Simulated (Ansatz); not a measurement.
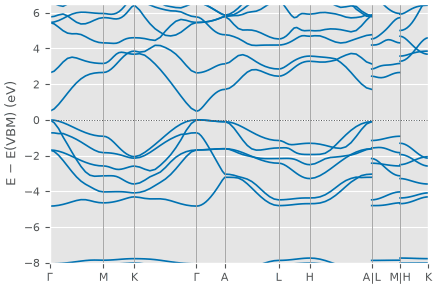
*Band structure from plane-wave PAW r²SCAN (Ansatz code)*

**Question.** Read off the gap and where the band edges lie.

**Answer.** About 0.5 eV (0.48 eV by a search for the band edges); maximum at Γ, minimum at Γ.

**Question.** Which compound is it?
(A) Cd2SeS, P3m1 (Cd on 1a, Cd on 1b, Se on 1b, S on 1a)
(B) In2O3, La2O3 or Ni2Al3 type
(C) Cd2TeS, P3m1 (Cd on 1c, Cd on 1a, Te on 1a, S on 1c)
(D) K2PdC2, P-3m1 (K on 2d, Pd on 1a, C on 2c)

**Answer.** C, Cd2TeS, P3m1 (Cd on 1c, Cd on 1a, Te on 1a, S on 1c)

The first step of the workflow began from a Materials Project structure, measured or hypothetical; the Crystallography Open Database copy checked does not list it. Whether it is the stable phase at ambient conditions was not checked. The r²SCAN relaxation kept the symmetry of its start; of distortions, only those at the zone centre were tested. Scalar-relativistic: spin–orbit coupling is off unless named, which matters more the heavier the elements.

Potentials: the later of the program's two PAW sets.
